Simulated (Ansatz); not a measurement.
## Nudged elastic band, with input and output: AlH2Cl2F

AlH2Cl2F, computed with RHF/def2-SVP (Ansatz 0.2.0).

It belongs to a series of runs on one base structure; here: band between the two ends. Figures and captions count atoms from 1; the log counts them from 0 in places.

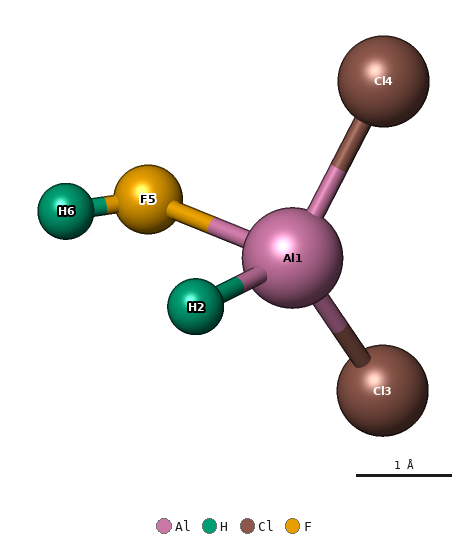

*The input geometry (ball-and-stick view, seen at a tilt; atoms are numbered from 1 in the order of the input). Sticks mark near contacts.*

## The input
```yaml
crystal:
  periodic: [false, false, false]
  atoms:
    - { symbol: Al, position_ang: [0.009395, 0.099976, 0.070273] }
    - { symbol: H, position_ang: [0.006866, 0.721381, 1.507671] }
    - { symbol: Cl, position_ang: [1.809662, 0.066542, -1.032896] }
    - { symbol: Cl, position_ang: [-1.80124, 0.003313, -1.011984] }
    - { symbol: F, position_ang: [0.047678, -1.836224, 0.816827] }
    - { symbol: H, position_ang: [0.05544, -1.953488, 1.722109] }
basis:
  gaussian: { orbitals: def2-SVP }
hamiltonian:
  xc: hf
neb:
  order_check: false
  images: 9
  f_tol: 0.05
  max_iterations: 60
  final_atoms:
    - { symbol: Al, position_ang: [0.02107444, -0.69245286, -0.32164749] }
    - { symbol: H, position_ang: [0.01700059, 0.18024667, 1.83167076] }
    - { symbol: Cl, position_ang: [1.81309516, 0.24017672, -0.81825396] }
    - { symbol: Cl, position_ang: [-1.80764926, 0.17820452, -0.79652889] }
    - { symbol: F, position_ang: [0.05095973, -2.25127049, 0.19561147] }
    - { symbol: H, position_ang: [0.03332033, -0.55340456, 1.98114812] }
  initial_path:
    images:
      - { positions_ang: [[0.009395, 0.099976, 0.070273], [0.006866, 0.721381, 1.507671], [1.809662, 0.066542, -1.032896], [-1.80124, 0.003313, -1.011984], [0.047678, -1.836224, 0.816827], [0.05544, -1.953488, 1.722109]] }
      - { positions_ang: [[0.00719612, 0.08006047, 0.0563505], [0.00572946, 0.57668846, 1.58826817], [1.83332342, 0.05448026, -1.04974586], [-1.82787537, 0.00214219, -1.0318931], [0.05550176, -1.84634339, 0.77857809], [0.05392561, -1.76552799, 1.73044221]] }
      - { positions_ang: [[0.00499724, 0.06014494, 0.04242799], [0.00459293, 0.43199593, 1.66886534], [1.85698484, 0.04241852, -1.06659572], [-1.85451074, 0.00097138, -1.05180219], [0.06332552, -1.85646278, 0.74032917], [0.05241121, -1.57756799, 1.73877541]] }
      - { positions_ang: [[0.00279836, 0.04022941, 0.02850549], [0.00345639, 0.28730339, 1.74946251], [1.88064626, 0.03035678, -1.08344558], [-1.88114611, -0.00019943, -1.07171129], [0.07114928, -1.86658217, 0.70208026], [0.05089682, -1.38960798, 1.74710862]] }
      - { positions_ang: [[0.00059948, 0.02031388, 0.01458299], [0.00231986, 0.14261086, 1.83005968], [1.90430768, 0.01829504, -1.10029545], [-1.90778148, -0.00137024, -1.09162038], [0.07897304, -1.87670156, 0.66383134], [0.04938243, -1.20164798, 1.75544182]] }
      - { positions_ang: [[-0.0015994, 0.00039836, 0.00066048], [0.00118332, -0.00208168, 1.91065685], [1.9279691, 0.0062333, -1.11714531], [-1.93441685, -0.00254105, -1.11152948], [0.0867968, -1.88682095, 0.62558243], [0.04786803, -1.01368797, 1.76377503]] }
      - { positions_ang: [[0.00293536, -0.13817189, -0.06380111], [0.00434678, 0.03438399, 1.89485963], [1.90499431, 0.05302198, -1.05736704], [-1.90906333, 0.03360807, -1.04852936], [0.07962938, -1.95971086, 0.53958824], [0.04495849, -0.92163129, 1.80724965]] }
      - { positions_ang: [[0.00747013, -0.27674213, -0.12826271], [0.00751023, 0.07084966, 1.87906241], [1.88201953, 0.09981067, -0.99758877], [-1.88370981, 0.06975718, -0.98552924], [0.07246197, -2.03260077, 0.45359404], [0.04204895, -0.82957461, 1.85072427]] }
      - { positions_ang: [[0.0120049, -0.41531237, -0.1927243], [0.01067369, 0.10731533, 1.86326519], [1.85904474, 0.14659935, -0.9378105], [-1.85835629, 0.10590629, -0.92252912], [0.06529456, -2.10549068, 0.36759985], [0.03913941, -0.73751792, 1.89419888]] }
      - { positions_ang: [[0.01653967, -0.55388262, -0.2571859], [0.01383714, 0.143781, 1.84746797], [1.83606995, 0.19338804, -0.87803223], [-1.83300278, 0.14205541, -0.85952901], [0.05812714, -2.17838058, 0.28160566], [0.03622987, -0.64546124, 1.9376735]] }
      - { positions_ang: [[0.02107444, -0.69245286, -0.32164749], [0.01700059, 0.18024667, 1.83167076], [1.81309516, 0.24017672, -0.81825396], [-1.80764926, 0.17820452, -0.79652889], [0.05095973, -2.25127049, 0.19561147], [0.03332033, -0.55340456, 1.98114812]] }
```

Launched with:
```bash
ansatz run input.yaml --threads 1 --pin off --max-ram 2048MiB --backend cpu --events-out ev --progress --plain --runs-dir out
```

## The program's output
```
Engine: ansatz 0.2.0, x86_64-unknown-linux-gnu
Functional definition: HF
  exchange = exact_x
  correlation = 0
766 factors; integrals over basis functions are off by at most 5.0e-4 eV
mean field evaluation 1: about -34318.3774 eV, gradient 2.3e1 eV
mean field evaluation 2: about -34318.4086 eV, gradient 2.3e1 eV
mean field evaluation 4: about -34319.8645 eV, gradient 2.0e0 eV
mean field evaluation 8: about -34319.8798 eV, gradient 4.8e-5 eV
mean field -34319.87984059 eV, -1261.2323212918 hartree, gradient 1.7e-5 eV, S^2 0.000000; 0 other end points of the search recorded, 0 dependent functions left out
the calculation of the forces begins
reference -34319.87984059 eV, -1261.2323212918 hartree; 29, 29 occupied and 49, 49 virtual orbitals, 766 factors
768 factors; integrals over basis functions are off by at most 6.6e-4 eV
mean field evaluation 16: about -34320.8593 eV, gradient 5.6e-1 eV
mean field -34320.86525249 eV, -1261.2685345110 hartree, gradient 2.6e-5 eV, S^2 0.000000; 0 other end points of the search recorded, 0 dependent functions left out
[... from here on the field's lines of each further geometry are left out, up to the last ...]
NEB iter   1: max|band force component| = 5.124e0 eV/Å  barrier→ = 2.0415 eV  barrier← = 3.0269 eV  Δτ_max = 0.2000 Å  (368 SCF iters)
NEB iter   2: max|band force component| = 2.701e0 eV/Å  barrier→ = 0.8172 eV  barrier← = 1.8026 eV  Δτ_max = 0.1734 Å  (282 SCF iters)
NEB iter   3: max|band force component| = 4.163e0 eV/Å  barrier→ = 0.7874 eV  barrier← = 1.7728 eV  Δτ_max = 0.0906 Å  (280 SCF iters)
NEB iter   4: max|band force component| = 1.559e0 eV/Å  barrier→ = 0.7567 eV  barrier← = 1.7421 eV  Δτ_max = 0.0738 Å  (287 SCF iters)
NEB iter   5: max|band force component| = 4.612e-1 eV/Å  barrier→ = 0.7104 eV  barrier← = 1.6958 eV  CI = image 5  Δτ_max = 0.0857 Å  (293 SCF iters)
NEB iter   6: max|band force component| = 5.479e-1 eV/Å  barrier→ = 0.7006 eV  barrier← = 1.6860 eV  CI = image 5  Δτ_max = 0.0393 Å  (284 SCF iters)
NEB iter   7: max|band force component| = 8.081e-2 eV/Å  barrier→ = 0.6917 eV  barrier← = 1.6771 eV  CI = image 5  Δτ_max = 0.0028 Å  (278 SCF iters)
the calculation of the forces begins
reference -34320.83250737 eV, -1261.2673311501 hartree; 29, 29 occupied and 49, 49 virtual orbitals, 767 factors
768 factors; integrals over basis functions are off by at most 9.2e-4 eV
mean field -34319.18833346 eV, -1261.2069088733 hartree, gradient 1.8e-5 eV, S^2 0.000000; 1 other end points of the search recorded, 0 dependent functions left out
the calculation of the forces begins
reference -34319.18833346 eV, -1261.2069088733 hartree; 29, 29 occupied and 49, 49 virtual orbitals, 768 factors
NEB iter   8: max|band force component| = 2.349e-2 eV/Å  barrier→ = 0.6915 eV  barrier← = 1.6769 eV  CI = image 5  Δτ_max = 0.0000 Å  (523 SCF iters)
```

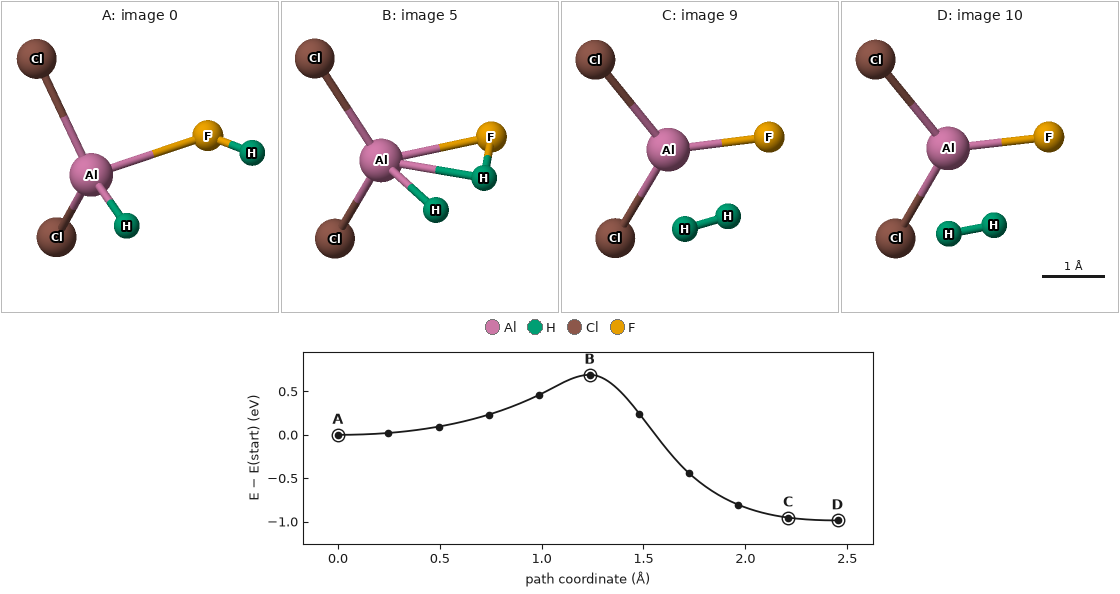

*Images of the last band (counted from 0; ball-and-stick, seen at a tilt) above the energy along the path; the line is a cubic interpolation that uses the forces.*

The highest image is number 5, 0.692 eV above the start and 1.677 eV above the end (the climbing image); the end lies 0.985 eV below the start. The path is 2.45 Å long. The band converged in 8 iterations.

```
Total energy: -34319.18833346 eV, -1261.2069088733 hartree
Atom 0 at     0.017808    -0.262506    -0.038940 Å, force    -0.017415    -0.009553     0.000172 eV/Å
Atom 1 at     0.023020     0.050574     1.638166 Å, force     0.000573     0.000438     0.004996 eV/Å
Atom 2 at     1.828984     0.151869    -0.990117 Å, force     0.007538    -0.001812    -0.000834 eV/Å
Atom 3 at    -1.819296     0.099199    -0.963017 Å, force     0.001480     0.001072    -0.002361 eV/Å
Atom 4 at     0.042263    -1.882124     0.842911 Å, force     0.003070     0.024303     0.002978 eV/Å
Atom 5 at     0.035022    -1.055513     1.582996 Å, force     0.004753    -0.014447    -0.004951 eV/Å
Dipole moment:     0.006251    -0.054142     0.406935 e Å
this run last wrote the band of iteration 8 to [file]
```

## The last band as extended XYZ (Å, eV, eV/Å)
```
6
Properties=species:S:1:pos:R:3:forces:R:3 image=0 energy=-34319.87984
Al    0.0094    0.1000    0.0703    0.0001  -0.0013  -0.0004
H     0.0069    0.7214    1.5077    0.0000   0.0006  -0.0008
Cl    1.8097    0.0665   -1.0329   -0.0011   0.0001   0.0010
Cl   -1.8012    0.0033   -1.0120    0.0011   0.0001   0.0009
F     0.0477   -1.8362    0.8168    0.0000  -0.0001   0.0068
H     0.0554   -1.9535    1.7221   -0.0001   0.0006  -0.0075
6
Properties=species:S:1:pos:R:3:forces:R:3 image=1 energy=-34319.85833
Al    0.0112    0.0519    0.0514   -0.0038   0.0389   0.0126
H     0.0113    0.5642    1.5342   -0.0023   0.1114  -0.0125
Cl    1.8116    0.0932   -1.0464   -0.0048  -0.0168  -0.0029
Cl   -1.8037    0.0274   -1.0234    0.0072  -0.0146  -0.0026
F     0.0481   -1.8573    0.8228    0.0008   0.0163  -0.0109
H     0.0493   -1.7779    1.7334    0.0029  -0.1351   0.0163
6
Properties=species:S:1:pos:R:3:forces:R:3 image=2 energy=-34319.78480
Al    0.0126    0.0007    0.0311   -0.0091   0.1119   0.0297
H     0.0148    0.4157    1.5505   -0.0031   0.2347  -0.0257
Cl    1.8194    0.1115   -1.0435   -0.0121  -0.0307  -0.0270
Cl   -1.8114    0.0469   -1.0196    0.0164  -0.0270  -0.0271
F     0.0466   -1.8791    0.8409    0.0024   0.0172  -0.0430
H     0.0459   -1.5942    1.7126    0.0055  -0.3061   0.0932
6
Properties=species:S:1:pos:R:3:forces:R:3 image=3 energy=-34319.64559
Al    0.0144   -0.0632    0.0117   -0.0147   0.2737   0.0625
H     0.0179    0.2794    1.5656   -0.0039   0.3636  -0.0791
Cl    1.8281    0.1258   -1.0285   -0.0071  -0.0475  -0.0604
Cl   -1.8195    0.0632   -1.0034    0.0130  -0.0436  -0.0613
F     0.0455   -1.8918    0.8665    0.0036  -0.0318  -0.0340
H     0.0414   -1.4119    1.6600    0.0091  -0.5144   0.1723
6
Properties=species:S:1:pos:R:3:forces:R:3 image=4 energy=-34319.41778
Al    0.0164   -0.1546   -0.0101   -0.0279   0.5167   0.1325
H     0.0201    0.1555    1.5927   -0.0042   0.4786  -0.2097
Cl    1.8319    0.1398   -1.0076    0.0210  -0.0652  -0.0820
Cl   -1.8225    0.0808   -0.9821   -0.0069  -0.0631  -0.0803
F     0.0441   -1.8833    0.8811    0.0048  -0.0208   0.1829
H     0.0379   -1.2367    1.5979    0.0131  -0.8461   0.0566
6
Properties=species:S:1:pos:R:3:forces:R:3 image=5 energy=-34319.18833
Al    0.0178   -0.2625   -0.0389   -0.0174  -0.0096   0.0002
H     0.0230    0.0506    1.6382    0.0006   0.0004   0.0050
Cl    1.8290    0.1519   -0.9901    0.0075  -0.0018  -0.0008
Cl   -1.8193    0.0992   -0.9630    0.0015   0.0011  -0.0024
F     0.0423   -1.8821    0.8429    0.0031   0.0243   0.0030
H     0.0350   -1.0555    1.5830    0.0048  -0.0144  -0.0050
6
Properties=species:S:1:pos:R:3:forces:R:3 image=6 energy=-34319.63743
Al    0.0186   -0.3578   -0.0693    0.0060  -1.3022  -0.4187
H     0.0230   -0.0132    1.6866    0.0093  -0.6746   0.5701
Cl    1.8243    0.1746   -0.9712   -0.0579   0.1288   0.1619
Cl   -1.8146    0.1198   -0.9465    0.0567   0.1357   0.1558
F     0.0433   -1.9236    0.7323    0.0057  -0.4697  -1.2903
H     0.0332   -0.8984    1.6401   -0.0198   2.1819   0.8212
6
Properties=species:S:1:pos:R:3:forces:R:3 image=7 energy=-34320.32045
Al    0.0195   -0.4649   -0.1261    0.0056  -0.9924  -0.5224
H     0.0224   -0.0106    1.7422   -0.0017   0.1587   0.4494
Cl    1.8182    0.2044   -0.9435   -0.0491   0.1261   0.1773
Cl   -1.8095    0.1468   -0.9211    0.0467   0.1321   0.1724
F     0.0452   -1.9875    0.6027    0.0081  -0.5298  -1.0187
H     0.0319   -0.7866    1.7180   -0.0097   1.1053   0.7421
6
Properties=species:S:1:pos:R:3:forces:R:3 image=8 energy=-34320.68520
Al    0.0203   -0.5599   -0.1997    0.0004  -0.3949  -0.2962
H     0.0212    0.0419    1.7875   -0.0037   0.2614   0.1640
Cl    1.8126    0.2321   -0.9082   -0.0214   0.0581   0.1156
Cl   -1.8054    0.1721   -0.8874    0.0211   0.0611   0.1132
F     0.0477   -2.0738    0.4752    0.0061  -0.3334  -0.4552
H     0.0314   -0.7109    1.8047   -0.0025   0.3476   0.3585
6
Properties=species:S:1:pos:R:3:forces:R:3 image=9 energy=-34320.83251
Al    0.0207   -0.6355   -0.2675   -0.0001  -0.1028  -0.0877
H     0.0201    0.1088    1.8143   -0.0016   0.0960   0.0310
Cl    1.8095    0.2459   -0.8657   -0.0037   0.0068   0.0507
Cl   -1.8037    0.1844   -0.8452    0.0041   0.0077   0.0499
F     0.0497   -2.1658    0.3414    0.0020  -0.1163  -0.1614
H     0.0315   -0.6364    1.8947   -0.0007   0.1086   0.1175
6
Properties=species:S:1:pos:R:3:forces:R:3 image=10 energy=-34320.86525
Al    0.0211   -0.6925   -0.3216    0.0000   0.0022  -0.0014
H     0.0170    0.1802    1.8317    0.0001  -0.0033  -0.0005
Cl    1.8131    0.2402   -0.8183    0.0002  -0.0016   0.0014
Cl   -1.8076    0.1782   -0.7965   -0.0001  -0.0016   0.0014
F     0.0510   -2.2513    0.1956    0.0000   0.0008  -0.0006
H     0.0333   -0.5534    1.9811   -0.0002   0.0036  -0.0003
```

## Results in brief

| quantity | value |
| --- | --- |
| outcome | converged |
| barrier, forward | 0.692 eV |
| barrier, backward | 1.677 eV |
| hardware | 1 thread of AMD EPYC (Zen 5), 64 GiB of memory available, shared host |
| wall time | 34 s |
| peak memory | 0.16 GiB |

## Remarks

The order of the saddle point was not checked.
